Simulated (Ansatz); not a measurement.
Molecular dynamics of CH9BO2Si2 (part 4 of 4)

The same run, continued: CH9BO2Si2; RKS B3LYP-D4/STO-3G (Ansatz 0.2.0). It belongs to a series of runs on one base structure; here: dynamics from the last frame of an earlier run.

Geometry of the input (Å):
```
O  -1.4654  -0.6287  -0.4092
C  -0.7385  -1.2507  -1.5349
B  -0.1929  -1.5783  -0.1286
Si 1.4216  -0.5080  0.6437
Si 0.7751  1.7119  0.7009
O  -0.6851  1.6454  -0.2921
H  -1.1749  0.4273  -0.3710
H  -1.3425  -1.9867  -2.1148
H  -0.2277  -0.5063  -2.1414
H  -0.6078  -2.5547  0.3866
H  1.8040  -0.9391  1.8885
H  2.6560  -0.4155  -0.1450
H  0.4031  2.1048  2.0494
H  1.5592  2.8485  0.2256
H  -1.3696  2.3511  0.0680
```

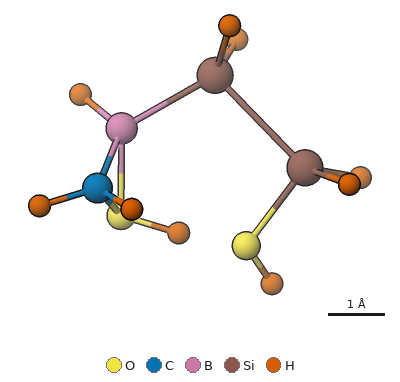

Figure 1. The geometry at step 125 of the log (ball-and-stick view, seen at a tilt).

Trajectory as extended XYZ, continued:
```
15
Properties=species:S:1:pos:R:3:forces:R:3 step=100 time_fs=100.0 energy=-21449.96145 temperature=354.1
O    -1.3309   -0.6737   -0.4079    1.9126  -1.7625  -0.0715
C    -0.3541   -1.4405   -1.3873   -1.2046   1.1894   1.0892
B    -0.0081   -1.5019    0.1297    0.7011   0.5073   1.5940
Si    1.4807   -0.3136    0.9855   -0.1091  -3.4673  -1.7161
Si    1.0177    1.6903    0.3570    1.5649   1.9606  -0.6939
O    -0.5378    1.6144   -0.4335   -1.4866   1.3511   0.7007
H    -1.0020    0.3715   -0.4197   -0.0417   0.3419  -0.2857
H    -0.9545   -2.2952   -1.6818   -0.1448  -0.4323  -1.0781
H     0.0309   -0.7884   -2.2020   -0.0753  -0.3472   0.2986
H    -0.2307   -2.5247    0.7508   -0.0934   1.1125  -0.7715
H     1.5997   -0.3876    2.3626   -0.3244   0.1101   1.8711
H     2.8579   -0.7094    0.6236   -0.7219   0.4318  -0.3133
H     0.9649    2.7013    1.3936   -0.2319   0.1674  -0.1256
H     2.0080    2.1374   -0.6611   -0.9014   0.0458   0.4471
H    -1.2021    2.2514    0.0822    1.1565  -1.2085  -0.9450
15
Properties=species:S:1:pos:R:3:forces:R:3 step=105 time_fs=105.0 energy=-21449.90290 temperature=339.8
O    -1.3032   -0.7044   -0.4055    0.3568   0.2211   0.2398
C    -0.3627   -1.4460   -1.3729   -1.0235   0.2771  -0.8726
B    -0.0464   -1.4755    0.1351    2.2464   1.1886   1.4951
Si    1.4843   -0.3011    1.0070   -1.4713  -3.5921   1.2621
Si    1.0321    1.6866    0.3481    0.4254   1.9486   1.0521
O    -0.5231    1.6246   -0.4465    1.4892  -2.2117  -1.1393
H    -1.0229    0.4364   -0.4261   -0.0084  -1.1216  -0.3315
H    -0.8570   -2.3471   -1.8301    0.0801   0.8425   0.2928
H    -0.0326   -0.7359   -2.1460    0.4736  -0.0782  -0.0657
H    -0.1826   -2.4876    0.6820   -0.6190  -0.2006   0.2735
H     1.6313   -0.3213    2.4886   -0.6399   0.1979  -0.8759
H     2.7875   -0.7749    0.6909    0.6314   0.1964  -0.7483
H     0.9903    2.6949    1.4464   -0.2890  -0.3578  -0.9723
H     1.9365    2.1075   -0.6521    0.4110   0.7251  -0.7737
H    -1.1096    2.2783   -0.0586   -2.0629   1.9648   1.1640
15
Properties=species:S:1:pos:R:3:forces:R:3 step=110 time_fs=110.0 energy=-21450.03260 temperature=414.1
O    -1.2731   -0.7338   -0.3983   -1.7247  -0.1807   0.2414
C    -0.3858   -1.4397   -1.3652    1.7573   1.2556  -0.9231
B    -0.0400   -1.4269    0.1720    1.9573  -0.9623   0.8590
Si    1.4750   -0.3159    1.0370   -0.5627  -2.3002   0.7483
Si    1.0572    1.7031    0.3444    0.4193   0.6008  -2.1811
O    -0.5043    1.6220   -0.4609   -1.9083   0.5936   0.3279
H    -1.0351    0.3083   -0.5170    0.2711   1.5115   0.2933
H    -0.7630   -2.2817   -1.9397   -0.9785  -0.5899   0.3459
H    -0.0198   -0.6965   -2.0991    0.3489  -0.0130   0.2047
H    -0.2700   -2.4672    0.6811   -0.2109   0.4397   0.2063
H     1.5250   -0.2194    2.5389   -0.1485  -0.2310  -1.3153
H     2.8036   -0.7709    0.6157   -0.3952   0.3263   0.1031
H     0.9622    2.6524    1.3575   -0.1682   1.3551   1.0242
H     1.9127    2.2095   -0.7474   -0.2346  -0.0006   0.5982
H    -1.1713    2.3877   -0.1372    1.5778  -1.8048  -0.5329
15
Properties=species:S:1:pos:R:3:forces:R:3 step=115 time_fs=115.0 energy=-21450.11337 temperature=443.2
O    -1.2709   -0.7541   -0.3905   -0.1222   2.8013   0.0813
C    -0.3812   -1.4248   -1.3668    1.5616  -0.1127   0.7657
B     0.0071   -1.3961    0.2288   -1.2599  -2.0210  -1.2000
Si    1.4605   -0.3500    1.0646   -0.3844  -0.3048  -2.8361
Si    1.0824    1.7273    0.3314   -0.5771   1.6781  -0.0473
O    -0.4928    1.6083   -0.4706    1.3124  -2.5271  -0.7055
H    -0.9988    0.3788   -0.5476   -0.4330  -0.4360   0.8304
H    -0.8410   -2.2675   -1.9294    0.0433   0.3124   0.4908
H     0.0664   -0.6669   -2.0275    0.0138  -0.1190  -0.3806
H    -0.3950   -2.3923    0.7479    0.7015   0.4467   0.1672
H     1.3863   -0.1596    2.4239    0.2884  -0.1239   2.1440
H     2.7726   -0.6949    0.5496    0.0333  -0.0574   0.5195
H     0.8901    2.7848    1.3823    0.1402  -0.7456  -0.8464
H     1.8633    2.3408   -0.7510    0.0440  -0.1939   0.4421
H    -1.1008    2.3329   -0.2436   -1.3617   1.4030   0.5752
15
Properties=species:S:1:pos:R:3:forces:R:3 step=120 time_fs=120.0 energy=-21450.10952 temperature=433.5
O    -1.2744   -0.7312   -0.3818    0.9364   1.7194   0.8054
C    -0.3465   -1.4063   -1.3523    0.6435   0.3109   2.1287
B     0.0345   -1.4036    0.2650   -2.3819  -0.6663  -2.5655
Si    1.4408   -0.3832    1.0807   -0.1570   2.1430   1.2387
Si    1.1044    1.7636    0.3148   -1.2264  -0.4862   0.5267
O    -0.4758    1.5738   -0.4829   -0.6765   0.4462   0.1514
H    -1.0257    0.3908   -0.4166    0.0675  -0.3501  -0.2810
H    -0.9230   -2.2034   -1.8520    0.4582  -0.0634  -0.1969
H     0.1447   -0.6607   -2.0083   -0.2366  -0.3387  -0.2740
H    -0.3882   -2.2708    0.8817    0.2011  -1.0393   0.3780
H     1.3168   -0.1623    2.5953    0.5465  -0.5700  -1.7957
H     2.7655   -0.6311    0.5955    0.4973  -0.4064   0.4079
H     0.8525    2.7984    1.2896   -0.0384   0.0535   0.3077
H     1.8480    2.4628   -0.6719    0.7164   0.0972  -0.6666
H    -1.1143    2.3531   -0.2594    0.6497  -0.8496  -0.1646
15
Properties=species:S:1:pos:R:3:forces:R:3 step=125 time_fs=125.0 energy=-21450.23583 temperature=480.8
O    -1.2692   -0.6879   -0.3680    0.5799  -0.7334   0.9980
C    -0.3000   -1.3808   -1.3012   -0.6057  -0.2411   0.5718
B     0.0035   -1.4354    0.2597   -1.2755  -1.0843   0.4815
Si    1.4204   -0.3995    1.1030    0.9108   1.8936  -1.8300
Si    1.1174    1.7974    0.3042    0.0406  -0.3851  -0.3069
O    -0.4581    1.5380   -0.4921   -0.6492   1.4288   0.3208
H    -1.0262    0.3776   -0.3401    0.6459   0.7365  -0.7156
H    -0.8982   -2.1608   -1.7982    0.3281  -0.2715  -0.1777
H     0.1745   -0.7067   -2.0384    0.0650   0.0694   0.2123
H    -0.3172   -2.3315    1.0279    0.1655   0.5454  -1.4696
H     1.3448   -0.2844    2.5048    0.0441   0.0580   1.0570
H     2.8144   -0.6586    0.7380   -0.4094  -0.2664   0.2318
H     0.8152    2.8290    1.2609   -0.0985   0.1422   0.4204
H     1.9639    2.5678   -0.6742   -0.5910  -0.9661   0.5256
H    -1.1098    2.3116   -0.2548    0.8493  -0.9262  -0.3194
15
Properties=species:S:1:pos:R:3:forces:R:3 step=130 time_fs=130.0 energy=-21450.07394 temperature=371.6
O    -1.2555   -0.6496   -0.3449    0.6672  -0.6869   0.0501
C    -0.2654   -1.3604   -1.2452   -1.2264  -0.8677  -1.9319
B    -0.0569   -1.4855    0.2597    1.5647   2.4481   0.6761
Si    1.4064   -0.4003    1.1137   -0.0390   1.0662   0.1142
Si    1.1288    1.8261    0.2941   -1.0117  -1.5342   2.6709
O    -0.4330    1.5150   -0.4973    2.4506   0.4702  -0.7990
H    -0.9144    0.4482   -0.4099   -0.4031  -1.0783   0.1968
H    -0.7997   -2.1744   -1.7734    0.0343   0.0308   0.0673
H     0.2206   -0.7350   -2.0272    0.1356   0.1921   0.7497
H    -0.2477   -2.3707    0.9211   -0.8942  -1.5770   0.4143
H     1.3886   -0.4016    2.5795   -0.3117   0.4320  -0.3709
H     2.7943   -0.7434    0.9195    0.0955  -0.1275  -0.5033
H     0.7632    2.8759    1.3009    0.2180  -0.7277  -0.7323
H     1.9903    2.5002   -0.5982    0.4856   0.3238  -0.9931
H    -1.0500    2.2230   -0.2651   -1.7655   1.6359   0.3909
15
Properties=species:S:1:pos:R:3:forces:R:3 step=135 time_fs=135.0 energy=-21449.91790 temperature=296.1
O    -1.2334   -0.6263   -0.3203   -0.4592  -2.5832  -0.4508
C    -0.2517   -1.3536   -1.2190   -0.3992  -0.4353  -1.2866
B    -0.0853   -1.5000    0.2779    1.5340  -0.7472   2.4168
Si    1.3960   -0.3927    1.1200    0.0463   0.2677   1.2439
Si    1.1314    1.8459    0.3014    0.7129  -2.3721   0.0471
O    -0.3877    1.5113   -0.5137   -1.7287   2.9956  -0.2259
H    -0.8631    0.3776   -0.4412    0.0321   1.1998   0.4332
H    -0.7015   -2.1888   -1.7528   -0.5348  -0.1061  -0.4483
H     0.3084   -0.6974   -1.8917    0.1018   0.3263  -0.0633
H    -0.3395   -2.5932    0.7990   -0.0320   1.8026  -0.5617
H     1.3687   -0.4138    2.6182   -0.3421   0.5574  -1.0384
H     2.7812   -0.8376    0.9898   -0.2747   0.1577  -0.6434
H     0.7342    2.8254    1.2335   -0.0493   0.9327   0.7607
H     2.0589    2.4682   -0.6764   -0.5821  -0.3082   0.4138
H    -1.1448    2.2265   -0.2729    1.9750  -1.6877  -0.5971
15
Properties=species:S:1:pos:R:3:forces:R:3 step=140 time_fs=140.0 energy=-21449.99335 temperature=309.5
O    -1.2115   -0.6325   -0.3045    0.0154  -0.6694  -0.1821
C    -0.2489   -1.3581   -1.2139    0.6018   0.5520  -0.3646
B    -0.0748   -1.5179    0.3337    0.6891   1.8768  -1.2702
Si    1.3866   -0.3839    1.1333   -0.3710  -0.0194  -1.5425
Si    1.1342    1.8477    0.3132    0.2097  -1.1438   1.1386
O    -0.3523    1.5381   -0.5403    1.6737  -1.1527  -1.1463
H    -0.8365    0.4543   -0.3841   -0.1724  -1.1239  -0.1011
H    -0.6910   -2.1726   -1.8324   -0.0134   0.7342   0.1612
H     0.3903   -0.6201   -1.7545   -0.5331  -0.5629  -0.3023
H    -0.4553   -2.5378    0.6272   -0.2893  -1.0538   1.5273
H     1.2914   -0.2990    2.5129   -0.0238   0.4146   1.8352
H     2.7230   -0.8897    0.9044    0.0917   0.2578  -0.1929
H     0.7270    2.9176    1.2647    0.4693  -0.5165  -0.5379
H     2.0351    2.3966   -0.7077   -0.2432  -0.0320   0.3456
H    -1.0775    2.1294   -0.3467   -2.1045   2.4389   0.6322
15
Properties=species:S:1:pos:R:3:forces:R:3 step=145 time_fs=145.0 energy=-21450.11044 temperature=356.4
O    -1.1900   -0.6501   -0.2947   -0.3405  -0.5776   0.1351
C    -0.2390   -1.3555   -1.2114    0.6413   0.1018   0.6537
B    -0.0477   -1.5154    0.3615   -1.3311  -0.9786  -0.9831
Si    1.3716   -0.3754    1.1410   -0.3872   1.0325   1.8758
Si    1.1385    1.8381    0.3364   -0.3215  -1.5446   0.7861
O    -0.3187    1.5687   -0.5790   -2.5519   0.8322   0.0288
H    -0.8350    0.3761   -0.3515    0.0408   1.0196  -0.4332
H    -0.7195   -2.0512   -1.9030   -0.2746  -0.3134   0.0466
H     0.3960   -0.6364   -1.7229    0.1694   0.4034  -0.6571
H    -0.5646   -2.5510    0.7330    1.0210   1.1210   0.4813
H     1.2317   -0.1168    2.6441    0.5078  -0.5471  -1.6411
H     2.6844   -0.8691    0.7928    0.2248   0.1931   0.2843
H     0.8324    2.9464    1.2229    0.1403  -0.0974   0.1507
H     1.9936    2.3336   -0.6804    0.8103   0.3481  -0.4457
H    -1.0946    2.2478   -0.3653    1.6510  -0.9930  -0.2823
15
Properties=species:S:1:pos:R:3:forces:R:3 step=150 time_fs=150.0 energy=-21450.28065 temperature=444.6
O    -1.1738   -0.6732   -0.2856    0.0549   1.9718  -0.2160
C    -0.2162   -1.3510   -1.2044    0.0770  -0.4189  -1.1746
B    -0.0374   -1.5211    0.3626   -0.3302   0.6917  -0.2216
Si    1.3556   -0.3588    1.1578    0.5675   0.4307  -0.9387
Si    1.1418    1.8125    0.3697    1.5043  -0.7164  -1.8759
O    -0.3075    1.6008   -0.6130   -0.6852   0.0969   0.3042
H    -0.8366    0.4294   -0.4062   -0.5082  -0.3841   0.1992
H    -0.7893   -1.9844   -1.9265    0.4737  -0.1819   0.6425
H     0.4033   -0.6227   -1.7943   -0.3375  -0.3564   0.4708
H    -0.4795   -2.4161    0.9685    0.2610  -0.2771  -0.0897
H     1.2719   -0.0311    2.5316    0.2539  -0.3839   1.0530
H     2.6926   -0.8025    0.7591   -0.1868   0.2894   0.5119
H     0.9777    2.9751    1.1947   -0.3917   0.1427   0.4870
H     2.0859    2.3253   -0.6964   -0.6190  -0.5928   1.0270
H    -0.9528    2.3556   -0.3942   -0.1337  -0.3117  -0.1792
```

Results in brief:

```json
{"quantity": "outcome", "value": "finished"}
{"quantity": "mean temperature over the second half", "value": "397 K"}
{"quantity": "trajectory", "value": "150 steps, 150 fs"}
{"quantity": "ensemble", "value": "nvt_langevin"}
{"quantity": "temperature in the input", "value": "500.0 K"}
{"quantity": "time step", "value": "1.0 fs"}
{"quantity": "potential energy (last step)", "value": "−21450.2809 eV"}
{"quantity": "mean-field energy (last step)", "value": "−21449.6567 eV"}
{"quantity": "largest force (length of the vector) (last step)", "value": "2.509 eV/Å"}
{"quantity": "hardware", "value": "1 thread of Arm Neoverse V2, 24 GiB of memory available, shared host"}
{"quantity": "wall time", "value": "6.5 min"}
{"quantity": "peak memory", "value": "0.11 GiB"}
```

So short a trajectory is not equilibrated. The logged temperature at the start can lie below the typed one, since it is counted over all degrees of freedom.
